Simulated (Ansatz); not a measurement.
# InB2 (built on the sites of a database entry of YAl2): following an unstable mode, part 2 of 2

Which phase does InB2 (built on the sites of a database entry of YAl2) fall into along its unstable mode, and how much energy does it gain?

Ansatz 0.2.0; DFT PBEsol, scalar-relativistic, plane waves, norm-conserving pseudopotentials.

So far. Step 4 (The mode frozen in, largest atomic shift 0.32 Å): The run ends at a pressure of 6.66 GPa, with forces up to 0.33 eV/Å. Step 5 (Energy along the mode, all amplitudes (two of the runs …): The lowest of the steps tried is at 0.32 Å, 195 meV/atom below the parent; the bottom of the well need not coincide with a step.

The structure was built from a prototype and need not be the compound's stable phase.

### 6. Relaxation from the frozen mode

Starting from the lowest point found, all atoms and the cell are let go, so that strain and other modes of the same symmetry can join in.

File input.yaml:

```yaml
crystal:
  lattice:
    - [0.0, 3.296251107, 3.296251107]
    - [3.296251107, 0.0, 3.296251107]
    - [3.296251107, 3.296251107, 0.0]
  atoms:
    - { symbol: In, position: [0.75, 0.75, 0.75] }
    - { symbol: In, position: [0.5, 0.5, 0.5] }
    - { symbol: B, position: [0.153024577, 0.5409262689, 0.153024577] }
    - { symbol: B, position: [0.153024577, 0.153024577, 0.5409262689] }
    - { symbol: B, position: [0.5409262689, 0.153024577, 0.153024577] }
    - { symbol: B, position: [0.153024577, 0.153024577, 0.153024577] }
kpoints:
  mp_grid: { grid: [12, 12, 12] }
hamiltonian:
  xc: pbesol
  pseudopotentials: { kind: nc }
scf:
  occupations: { method: methfessel_paxton, width: 0.2 }
output:
  forces: true
  stress: true
  eigenvalues: true
relax:
  adjacent_minimum: "off"
  f_tol: 0.002
  max_steps: 120
  cell: { stress_tol: 0.03 }
```

Run with:

```
$ ansatz run input.yaml --threads 8 --pin off --max-ram 14336MiB --backend cpu --events-out ev --progress --plain --runs-dir out
```

Numbers of over 12 decimals in the logs are rounded to 6 here.

Output:

```text
[...]
Crystal: 6 atoms, lattice volume = 71.629 Å³
Basis set: ecut = 1034.032677 eV, 5329 PW (Γ), exchange–correlation on 100×100×100 points (8 copies of the dense FFT grid, shifted against one another)
Bands: 25, of which v1, the nominal top of the filled ones, is band 19 counted from 1 (18 counted from 0)
Symmetry: 24 space group operations
[...]
k-points: 72 of 1728 (time reversal used)
[...]
SCF iter   1: F=—  HF=-3920.740675 eV  |F-HF|=—  |Δ(HF+E_count)|=         —  Δρ=5.73e-2  dr2=6.83e0  ethr=3.10e-3  ⟨swp⟩=5.8  Hψ=9010  notcnv=0
[...]
SCF iter   7: F=-3918.681543 eV  HF=-3918.681543 eV  |F-HF|=1.41e-8  |Δ(HF+E_count)|=   1.48e-7  S|Δr|=    0.00e0  Δρ=6.88e-6  dr2=4.09e-8  ethr=2.63e-10  ⟨swp⟩=14.5  Hψ=12853  notcnv=0
SCF 1 converged in 7 iterations: F = -3918.681543 eV  dr2 = 4.09e-8
relax step   1: F+E_penalty+E_count = -3918.68154280 eV  Δ(F+E_penalty+E_count) = +0.000e0 eV  max|allowed force component| = 1.927e-1 eV/Å  Δτ_max = 0.0000 Å  P = +6.655 GPa  Ω = 71.629 Å³  (7 SCF iters, dr2 threshold 1.00e-7 eV, accepted)
Crystal: 6 atoms, lattice volume = 82.661 Å³
Basis set: ecut = 1034.032677 eV, 6231 PW (Γ), exchange–correlation on 100×100×100 points (8 copies of the dense FFT grid, shifted against one another)
[...]
iter 1 solved again at ethr=8.68e-4 eV; its pass at ethr=3.10e-3 eV (dr2=3.30e-1 eV) is discarded
[...]
SCF iter   6: F=-3918.780393 eV  HF=-3918.780393 eV  |F-HF|=7.61e-8  |Δ(HF+E_count)|=   1.71e-8  S|Δr|=    0.00e0  Δρ=1.29e-5  dr2=1.87e-7  ethr=1.58e-9  ⟨swp⟩=12.7  Hψ=12548  notcnv=0
SCF 2 converged in 6 iterations: F = -3918.780393 eV  dr2 = 1.87e-7
relax step   2: F+E_penalty+E_count = -3918.78039273 eV  Δ(F+E_penalty+E_count) = -9.885e-2 eV  max|allowed force component| = 1.828e-1 eV/Å  Δτ_max = 0.0572 Å  P = -4.358 GPa  Ω = 82.661 Å³  energy of the carried Pulay correction = -2.422e-3 eV  (6 SCF iters, dr2 threshold 6.00e-7 eV, accepted)
Crystal: 6 atoms, lattice volume = 79.043 Å³
Basis set: ecut = 1034.032677 eV, 5961 PW (Γ), exchange–correlation on 100×100×100 points (8 copies of the dense FFT grid, shifted against one another)
[...]
SCF iter   5: F=-3918.835490 eV  HF=-3918.835490 eV  |F-HF|=3.47e-7  |Δ(HF+E_count)|=   1.18e-6  S|Δr|=    0.00e0  Δρ=1.81e-5  dr2=4.22e-7  ethr=1.58e-9  ⟨swp⟩=10.9  Hψ=14353  notcnv=0
SCF 3 converged in 5 iterations: F = -3918.835490 eV  dr2 = 4.22e-7
relax step   3: F+E_penalty+E_count = -3918.83548962 eV  Δ(F+E_penalty+E_count) = -5.510e-2 eV  max|allowed force component| = 6.345e-2 eV/Å  Δτ_max = 0.0087 Å  P = -1.014 GPa  Ω = 79.043 Å³  energy of the carried Pulay correction = -1.666e-3 eV  (5 SCF iters, dr2 threshold 6.00e-7 eV, accepted)
[...]
relax step   4: F+E_penalty+E_count = -3918.83818660 eV  Δ(F+E_penalty+E_count) = -2.697e-3 eV  max|allowed force component| = 7.161e-3 eV/Å  Δτ_max = 0.0004 Å  P = +0.061 GPa  Ω = 78.175 Å³  energy of the carried Pulay correction = -1.480e-3 eV  (5 SCF iters, dr2 threshold 6.00e-7 eV, accepted)
[...]
relax step   5: F+E_penalty+E_count = -3918.83821092 eV  Δ(F+E_penalty+E_count) = -2.433e-5 eV  max|allowed force component| = 4.075e-4 eV/Å  Δτ_max = 0.0011 Å  P = +0.005 GPa  Ω = 78.285 Å³  energy of the carried Pulay correction = -1.504e-3 eV  (4 SCF iters, dr2 threshold 9.39e-9 eV, accepted)
[...]
relax step   6: F+E_penalty+E_count = -3918.84028685 eV  Δ(F+E_penalty+E_count) = -2.076e-3 eV  max|allowed force component| = 5.393e-4 eV/Å  Δτ_max = 0.0000 Å  P = +0.035 GPa  Ω = 78.285 Å³  stress off target by 3.51e-2 GPa  SCF on the basis re-selected at this cell (its energy is not comparable with the rows above)  (5 SCF iters)
[...]
relax step   7: F+E_penalty+E_count = -3918.84028267 eV  Δ(F+E_penalty+E_count) = +4.180e-6 eV  max|allowed force component| = 3.428e-6 eV/Å  Δτ_max = 0.0001 Å  P = +0.000 GPa  Ω = 78.321 Å³  energy of the carried Pulay correction = -7.857e-6 eV  (4 SCF iters, dr2 threshold 3.08e-9 eV, accepted)
[...]
SCF iter   1: F=—  HF=-3918.840350 eV  |F-HF|=—  |Δ(HF+E_count)|=         —  Δρ=1.21e-6  dr2=5.66e-10  ethr=7.71e-8  ⟨swp⟩=5.9  Hψ=17202  notcnv=0
eigensolver tolerance schedule: the retry pair's looser diagonalisation over-reported the residual by 51745.31 of it (diagonalisation noise at an unbounded share of the residual, at the tolerance the schedule requests for it); recorded, not acted on — ethr = c·dr2/N_el stays at c = 1.0e-1
[...]
SCF iter   2: F=—  HF=-3918.840292 eV  |F-HF|=—  |Δ(HF+E_count)|=   5.86e-5  S|Δr|=    0.00e0  Δρ=6.40e-7  dr2=1.64e-10  ethr=1.49e-12  ⟨swp⟩=5.3  Hψ=6550  notcnv=0
[...]
SCF iter   4: F=-3918.840292 eV  HF=-3918.840292 eV  |F-HF|=1.82e-12  |Δ(HF+E_count)|=  1.23e-11  S|Δr|=    0.00e0  Δρ=5.54e-8  dr2=2.65e-12  ethr=1.00e-12  ⟨swp⟩=13.1  Hψ=13015  notcnv=0
SCF 8 converged in 4 iterations: F = -3918.840292 eV  dr2 = 2.65e-12
relax step   8: F+E_penalty+E_count = -3918.84029161 eV  Δ(F+E_penalty+E_count) = -8.941e-6 eV  max|allowed force component| = 1.809e-6 eV/Å  Δτ_max = 0.0000 Å  P = +0.000 GPa  Ω = 78.321 Å³  stress off target by 2.11e-4 GPa  SCF on the basis re-selected at this cell (its energy is not comparable with the rows above)  (4 SCF iters)
[...]
SCF converged after 4 iterations
[...]
Free energy (F): -3918.840292 eV
[...]
Internal energy: -3918.843237 eV  (E = F + TS)
E sigma→0 (E₀):  -3918.841028 eV
Entropy (-TS):   0.002946 eV (0.491 meV/atom)
Fermi energy:    10.687646 eV
Step filling:    the computed levels leave a gap of 0.0025 eV = 0.0 smearing widths at the electron count; against every level under it full and every level over it empty, smearing changes F+E_penalty+E_count by +0.180 meV and its σ→0 estimate by -0.557 meV
[...]
--- Stress (GPa, compression-positive) ---
        0.000211      -0.000000      -0.000000
       -0.000000       0.000211       0.000000
       -0.000000      -0.000000       0.000211
  P = ⅓ Tr σ = 0.0002 GPa (0.002 kbar)
--- Band table (eV; the first three rows and the last of 72) ---
  k-point 0: bands = [... 15 lower, 8.9333, 8.9333, 8.9333, 10.0095, 10.0992, 10.0992, 12.0994, 12.2450, ... 2 higher]
  k-point 1: bands = [... 15 lower, 8.7027, 9.0003, 9.0003, 9.8736, 9.8736, 10.3803, 11.3250, 12.6037, ... 2 higher]
  k-point 2: bands = [... 15 lower, 8.5475, 8.9600, 8.9600, 9.7069, 9.7069, 10.3049, 11.4803, 13.3785, ... 2 higher]
  k-point 71: bands = [... 15 lower, 7.2099, 8.2754, 9.4442, 10.6963, 11.9934, 12.2163, 13.1810, 13.3977, ... 2 higher]
--- Relaxed structure (6 steps of the walk, 6 accepted, 2 SCFs on fresh bases) ---
  F+E_penalty+E_count = -3918.84029161 eV   max|allowed force component| = 1.809e-6 eV/Å   (the final SCF, on the basis selected at the relaxed cell)
  cell:  # Å, volume = 78.3207 Å³
    - [0, 3.395852, 3.395852]
    - [3.395852, 0, 3.395852]
    - [3.395852, 3.395852, 0]
  atoms:
    - { symbol: In, position: [0.750000, 0.750000, 0.750000] }
    - { symbol: In, position: [0.5, 0.5, 0.5] }
    - { symbol: B, position: [0.157344, 0.527967, 0.157344] }
    - { symbol: B, position: [0.157344, 0.157344, 0.527967] }
    - { symbol: B, position: [0.527967, 0.157344, 0.157344] }
    - { symbol: B, position: [0.157344, 0.157344, 0.157344] }
```

The job ended after 26 s (8 threads of Intel Xeon Platinum 8488C (Sapphire Rapids), shared host; peak memory 1 GiB; 3.3 min of CPU time).

Step by step:

| step | energy less that of the first step (eV) | largest force component (eV/Å) | pressure (GPa) | volume (Å³) |
| --- | --- | --- | --- | --- |
| 1 | 0.0000 | 0.1927 | 6.66 | 71.63 |
| 2 | -0.0988 | 0.1828 | -4.36 | 82.66 |
| 3 | -0.1539 | 0.0635 | -1.01 | 79.04 |
| 4 | -0.1566 | 0.0072 | 0.06 | 78.17 |
| 5 | -0.1567 | 0.0004 | 0.01 | 78.28 |
| 6* | -0.1587 | 0.0005 | 0.04 | 78.28 |
| 7 | -0.1587 | 0.0000 | 0.00 | 78.32 |
| 8* | -0.1587 | 0.0000 | 0.00 | 78.32 |

Relaxation steps marked * repeat the geometry before them on a plane-wave basis chosen anew for their cell, so energy and pressure can jump there.

The run keeps the 24 symmetry operations that it works with, so distortions that break them were not tested.

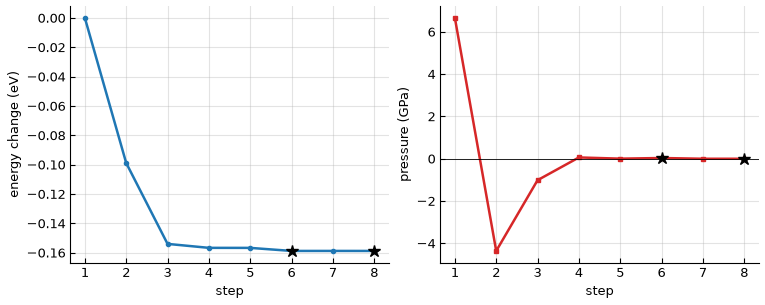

Energy and pressure along the relaxation. Stars mark steps on a basis chosen anew.

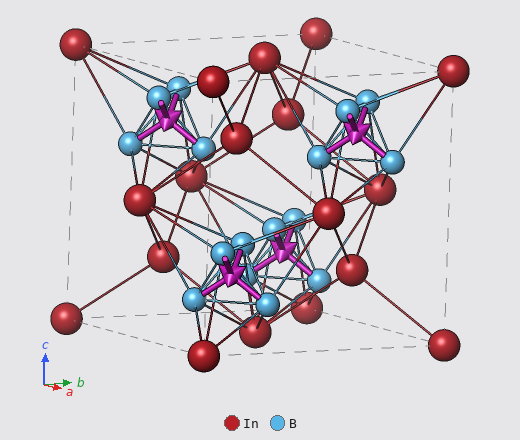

Displacements in the relaxation, exaggerated, measured against the changing cell; the longest in the cell stands for 0.05 Å. Some periodic images of atoms are drawn too.

| conventional cell, symmetrised | before | after | change |
| --- | --- | --- | --- |
| a (Å) | 6.593 | 6.792 | +3.0 % |
| b (Å) | 6.593 | 6.792 | +3.0 % |
| c (Å) | 6.593 | 6.792 | +3.0 % |
| volume (Å³/atom) | 11.94 | 13.05 | +9.3 % |

The atoms that moved most (Å, as changes of fractional coordinates times the final cell):

| atom | dx | dy | dz | length |
| --- | --- | --- | --- | --- |
| B4 | -0.029 | -0.029 | 0.029 | 0.051 |
| B6 | 0.029 | 0.029 | 0.029 | 0.051 |
| B5 | 0.029 | -0.029 | -0.029 | 0.051 |
| B3 | -0.029 | 0.029 | -0.029 | 0.051 |

Numbers from this step:

- pressure: 2.11e-4 GPa
- volume per atom: 13.05 Å³

The distorted start has space group F-43m; the relaxation ends in F-43m.

### 7. The new phase in its own primitive cell

The relaxed structure is symmetrised, reduced to its primitive cell and relaxed tightly, as its phonons need.

input.yaml, the sections that differ from step 6:

```yaml
crystal:
  lattice:
    - [0.0, 3.395852427, 3.395852427]
    - [3.395852427, 0.0, 3.395852427]
    - [3.395852427, 3.395852427, 0.0]
  atoms:
    - { symbol: In, position: [0.25, 0.25, 0.25] }
    - { symbol: In, position: [0.5, 0.5, 0.5] }
    - { symbol: B, position: [0.4720327255, 0.8426557582, 0.8426557582] }
    - { symbol: B, position: [0.8426557582, 0.8426557582, 0.8426557582] }
    - { symbol: B, position: [0.8426557582, 0.8426557582, 0.4720327255] }
    - { symbol: B, position: [0.8426557582, 0.4720327255, 0.8426557582] }
kpoints:
  mp_grid: { grid: [10, 10, 10] }
relax:
  adjacent_minimum: "off"
  f_tol: 0.001
  max_steps: 60
  cell: { stress_tol: 0.01 }
# hamiltonian, scf, output: as in step 6
```

Output:

```text
[...]
Crystal: 6 atoms, lattice volume = 78.321 Å³
Basis set: ecut = 1034.032677 eV, 5961 PW (Γ), exchange–correlation on 108×108×108 points (8 copies of the dense FFT grid, shifted against one another)
Bands: 25, of which v1, the nominal top of the filled ones, is band 19 counted from 1 (18 counted from 0)
Symmetry: 24 space group operations
[...]
cell:  # Å, volume = 78.0820 Å³
    - [0, 3.392399, 3.392399]
    - [3.392399, 0, 3.392399]
    - [3.392399, 3.392399, 0]
  atoms:
    - { symbol: In, position: [0.250000, 0.250000, 0.250000] }
    - { symbol: In, position: [0.500000, 0.500000, 0.500000] }
    - { symbol: B, position: [0.471372, 0.842876, 0.842876] }
    - { symbol: B, position: [0.842876, 0.842876, 0.842876] }
    - { symbol: B, position: [0.842876, 0.842876, 0.471372] }
    - { symbol: B, position: [0.842876, 0.471372, 0.842876] }
[key lines of the parts left out:]
SCF converged after 4 iterations
Free energy (F): -3918.857884 eV
Fermi energy:    10.760531 eV
P = ⅓ Tr σ = -0.0008 GPa (-0.008 kbar)
```

The job ended after 13 s (8 threads; peak memory 0.89 GiB; 1.7 min of CPU time).

Step by step:

| step | energy less that of the first step (eV) | largest force component (eV/Å) | pressure (GPa) | volume (Å³) |
| --- | --- | --- | --- | --- |
| 1 | 0.0000 | 0.0210 | -0.11 | 78.32 |
| 2 | -0.0001 | 0.0156 | 0.32 | 77.83 |
| 3 | -0.0003 | 0.0074 | 0.04 | 78.08 |
| 4 | -0.0003 | 0.0015 | 0.00 | 78.09 |
| 5 | -0.0003 | 0.0000 | 0.00 | 78.08 |
| 6* | -0.0003 | 0.0000 | 0.00 | 78.08 |

Relaxation steps marked * repeat the geometry before them on a plane-wave basis chosen anew for their cell, so energy and pressure can jump there.

The run keeps the 24 symmetry operations that it works with, so distortions that break them were not tested.

| conventional cell, symmetrised | before | after | change |
| --- | --- | --- | --- |
| a (Å) | 6.792 | 6.785 | -0.1 % |
| b (Å) | 6.792 | 6.785 | -0.1 % |
| c (Å) | 6.792 | 6.785 | -0.1 % |
| volume (Å³/atom) | 13.05 | 13.01 | -0.3 % |

Numbers from this step:

| Quantity | Value |
| --- | --- |
| pressure | -8.32e-4 GPa |
| volume per atom | 13.01 Å³ |

The largest force component left is 0.012 meV/Å and the pressure is -0.001 GPa, within the tolerances set. The cell now holds 13.01 Å³/atom.

### 8. Modes of the new phase, k-mesh 10×10×10

A relaxed structure may still be a saddle point, so its zone-centre modes are computed. No field response is asked, since the mesh shows no gap.

input.yaml, the sections that differ from step 7:

```yaml
crystal:
  lattice:
    - [0.0, 3.3923986975, 3.3923986975]
    - [3.3923986975, 0.0, 3.3923986975]
    - [3.3923986975, 3.3923986975, 0.0]
  atoms:
    - { symbol: In, position: [0.25, 0.25, 0.25] }
    - { symbol: In, position: [0.5, 0.5, 0.5] }
    - { symbol: B, position: [0.4713718234, 0.8428760589, 0.8428760589] }
    - { symbol: B, position: [0.8428760589, 0.8428760589, 0.8428760589] }
    - { symbol: B, position: [0.8428760589, 0.8428760589, 0.4713718234] }
    - { symbol: B, position: [0.8428760589, 0.4713718234, 0.8428760589] }
output:
  eigenvalues: true
phonons:
  method: dfpt
# kpoints, hamiltonian, scf: as in step 7
# relax: removed
```

Output:

```text
[...]
Crystal: 6 atoms, lattice volume = 78.082 Å³
Basis set: ecut = 1034.032677 eV, 5961 PW (Γ), exchange–correlation on 108×108×108 points (8 copies of the dense FFT grid, shifted against one another)
Bands: 25, of which v1, the nominal top of the filled ones, is band 19 counted from 1 (18 counted from 0)
Symmetry: 24 space group operations
k-points: 282 of 1000 (irreducible under 2 space group operations, time reversal used)
[...]
SCF iter   1: F=—  HF=-3921.043332 eV  |F-HF|=—  |Δ(HF+E_count)|=         —  Δρ=5.68e-2  dr2=7.44e0  ethr=3.10e-3  ⟨swp⟩=5.9  Hψ=35878  notcnv=0
[...]
SCF iter  10: F=-3918.857884 eV  HF=-3918.857884 eV  |F-HF|=1.82e-12  |Δ(HF+E_count)|=  1.32e-11  S|Δr|=    0.00e0  Δρ=5.15e-8  dr2=1.12e-12  ethr=1.00e-12  ⟨swp⟩=16.7  Hψ=58103  notcnv=0
SCF 1 converged in 10 iterations: F = -3918.857884 eV  dr2 = 1.12e-12
[...]
SCF converged after 10 iterations
[...]
Free energy (F): -3918.857884 eV
[...]
Internal energy: -3918.861069 eV  (E = F + TS)
E sigma→0 (E₀):  -3918.858680 eV
Entropy (-TS):   0.003185 eV (0.531 meV/atom)
Fermi energy:    10.760531 eV
[...]
--- Band table (eV; the first three rows and the last of 282) ---
  k-point 0: bands = [... 15 lower, 8.9728, 8.9728, 8.9728, 10.0509, 10.1451, 10.1451, 12.1624, 12.2857, ... 2 higher]
  k-point 1: bands = [... 15 lower, 8.6905, 9.0598, 9.0598, 9.8483, 9.8483, 10.5045, 11.2850, 12.7834, ... 2 higher]
  k-point 2: bands = [... 15 lower, 8.6325, 8.8588, 8.8588, 9.8521, 9.8521, 10.1506, 11.8151, 13.7756, ... 2 higher]
  k-point 281: bands = [... 15 lower, 7.8481, 7.8481, 9.1173, 10.7109, 11.3484, 11.5785, 11.5785, 13.9388, ... 2 higher]
[...]
ASR residual: 6.155e-5 → 0.000e0 eV/Å²; symmetrization residual: 1.550e-5 eV/Å²
  ASR residual per site (eV/Å²): 6.74e-6 6.16e-5 2.76e-6 2.76e-6 2.76e-6 2.76e-6
[...]
```

Wall time 70 s (8 threads); peak memory 5.4 GiB; 9.1 min of CPU time.

Numbers from this step:

```
sum-rule residual before enforcement                    : 6.16e-5 eV/Å²
point group                                             : -43m
highest optical mode at the zone centre (no LO-TO term) : 793.4 cm⁻¹
lowest optical zone-centre mode                         : -292.2 cm⁻¹
```

Patterns of degenerate modes are one choice out of their space. Modes at Γ, with each element's share of the kinetic energy (negative means imaginary):

| mode | frequency (cm⁻¹) | symmetry | In % | B % |
| --- | --- | --- | --- | --- |
| 1 | -292.2 | T1 | 0 | 100 |
| 2 | -292.2 | T1 | 0 | 100 |
| 3 | -292.2 | T1 | 0 | 100 |
| 4 | -100.3 | T2 | 16 | 84 |
| 5 | -100.3 | T2 | 16 | 84 |
| 6 | -100.3 | T2 | 16 | 84 |
| 7 | 0.0 | acoustic | 84 | 16 |
| 8 | 0.0 | acoustic | 84 | 16 |
| 9 | 0.0 | acoustic | 84 | 16 |
| 10 | 125.5 | T2 | 99 | 1 |
| 11 | 125.5 | T2 | 99 | 1 |
| 12 | 125.5 | T2 | 99 | 1 |
| 13 | 237.3 | E | 0 | 100 |
| 14 | 237.3 | E | 0 | 100 |
| 15 | 410.7 | T2 | 2 | 98 |
| 16 | 410.7 | T2 | 2 | 98 |
| 17 | 410.7 | T2 | 2 | 98 |
| 18 | 793.4 | A1 | 0 | 100 |

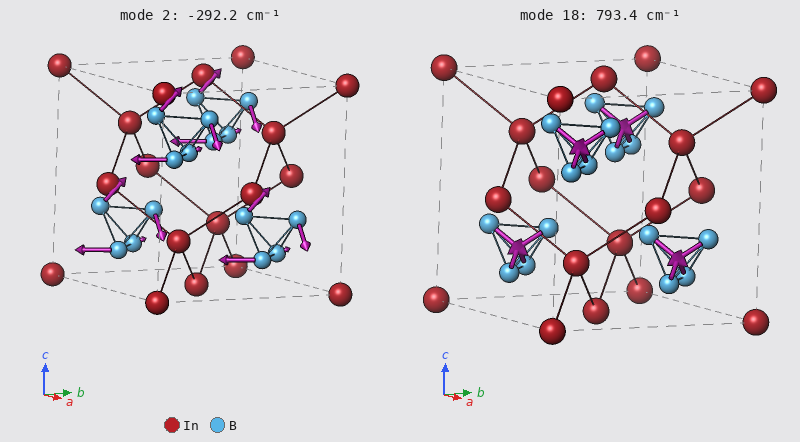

Displacement patterns of modes 2 and 18 at Γ; arrows are exaggerated. Bonds to atoms that aren't drawn are left out. Some periodic images of atoms are drawn too.

Before it was imposed, the acoustic sum rule was missed by 6.2e-5 eV/Å². Small misses are needed for a sound result but don't prove that mesh and cutoff are converged. The lowest optical mode is imaginary, 292.2i cm⁻¹, so the energy falls along it.

### 9. The phases reached

The phases reached along the modes that were followed are set side by side.

Energies are those of the first relaxation, on the mesh of the frozen mode; space group, volume and gap are those of the last relaxation. Phases, by row:

| mode frozen in | space group | energy from parent (meV/atom) | volume (Å³/atom) | gap on mesh (eV) | lowest zone-centre optical mode (cm⁻¹) | largest shift (Å) |
| --- | --- | --- | --- | --- | --- | --- |
| parent | Fd-3m | 0 | 11.94 | 0 | – | – |
| q = (0, 0, 0), 512i cm⁻¹ | I4_1md | -429.4 | 12.32 | 0 | -419.7 | 0.459 |
| q = (0, 0, 0), 512i cm⁻¹ | R3m | -1142 | 15.01 | 0 | 47.9 | 2.092 |
| q = (0, 0, 0), 512i cm⁻¹ | P4/mmm | -1147 | 13.65 | 0 | -28.3 | 1.529 |
| q = (0, 0, 0), 503i cm⁻¹ | F-43m | -221.5 | 13.01 | 0 | -292.2 | 0.38 |

### 10. What came out

| Property | Result |
| --- | --- |
| unstable mode of the parent | q = (0, 0, 0), 503i cm⁻¹ |
| depth at the lowest point sampled | 195 meV/atom |
| largest atomic shift at that point | 0.32 Å |
| space group reached (within 0.01 Å) | F-43m |
| energy gained over the parent (first relaxation, on the mesh of the frozen mode) | 222 meV/atom |
| volume per atom, phase reached | 13.0 Å³ |
| lowest optical zone-centre mode, phase reached | -292 cm⁻¹ |
| highest optical mode at the zone centre (no LO-TO term), phase reached | 793 cm⁻¹ |

What this shows: Along this mode the structure falls into F-43m, 222 meV/atom below the parent. At the parent's cell the well is 194.9 meV/atom deep on the steps tried, with its lowest point at a shift of 0.32 Å. Relaxing atoms and cell changes the gain by +26.68 meV/atom against the lowest step (energies at zero smearing). The new phase still has an imaginary mode at the zone centre of its cell, so it is a saddle point on the way to a lower structure. Of the 4 patterns followed to their end from this parent, this one ends 925 meV/atom above the lowest, P4/mmm. Each path keeps the symmetry of its pattern, so a lower phase may lie along a pattern not tried. With no gap, or one that is small against the smearing, the frequencies hang on the k mesh and the smearing, most of all near Kohn anomalies. The starting cell was built on a prototype and not taken from a measurement, so the phase need not exist.

[Logs are printed without paths, hosts, clocks, repeated set-up lines and the standing remarks that a program may print on its own settings, such as how far it seeks lower states.]

[Hosts, paths, dates, database ids (printed as entryN), source tags and the programs' standing remarks are cut or masked in the printed files.]
